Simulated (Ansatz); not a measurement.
The structure below was relaxed with r2SCAN/PAW in Ansatz (a first-principles code), scalar-relativistic without spin-orbit coupling, earlier PAW set, at pressure 0.7 GPa.

```yaml
crystal:
  lattice:
    - [0.00000, 2.38736, 2.38736]
    - [2.38736, 0.00000, 2.38736]
    - [2.38736, 2.38736, 0.00000]
  atoms:
    - { symbol: As, position: [0.75000, 0.75000, 0.75000] }
    - { symbol: B, position: [0.00000, 0.00000, 0.00000] }
```

Q: Find the space group and the Wyckoff positions.

A: Space group F-43m (No. 216); a = b = c = 4.775 Å, α = β = γ = 90.00°

```tsv
atom	site	symmetry	x	y	z
As	4c	-43m	0.2500	0.2500	0.2500
B	4a	-43m	0.0000	0.0000	0.0000
```

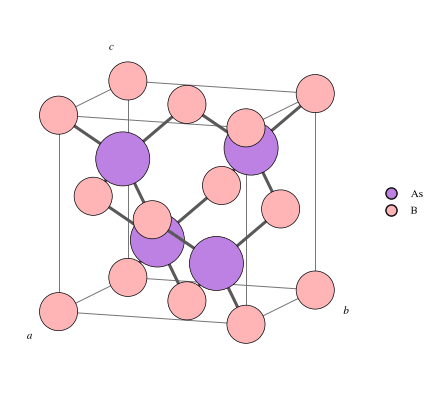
The conventional cell

Load acts through the strain it causes; cell and atoms are relaxed under it. No phonon test of stability was made. The cell was made from BAs in the zinc blende structure (space group F-43m, No. 216) by this change: pressure 0.7 GPa.
